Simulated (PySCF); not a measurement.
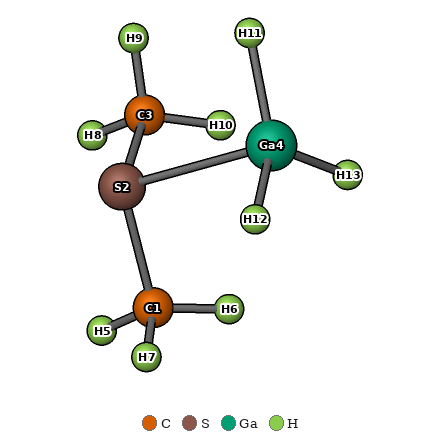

C₂H₉GaS, SMILES C[S+](C)[GaH3-], singlet. Vertical core-electron binding energies by ΔSCF (SCAN, pcX-2 on the ionised atom, pcseg-1 elsewhere, spin-free X2C; PySCF 2.14.0, at a PBE0-D3(BJ)/def2-SVP geometry (no frequency check)), gas phase, against the vacuum level. One atom of each kind was ionised; within a panel, areas follow the number of like atoms and 2j + 1 (2p levels are split by first-order spin-orbit coupling, an approximation), Gaussians of 0.6 eV full width. Only the regions named are shown.

> Predict the S 2p photoelectron lines.

```
  level  atoms  binding energy (eV)
S 2p1/2     S2                171.6
S 2p3/2     S2                170.3
```

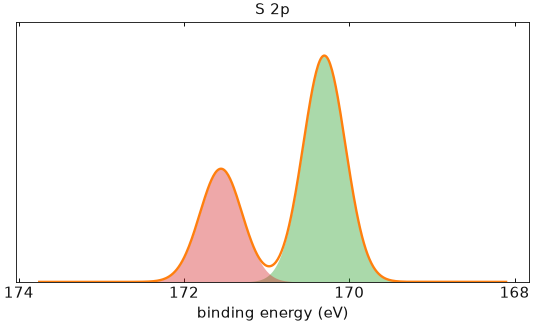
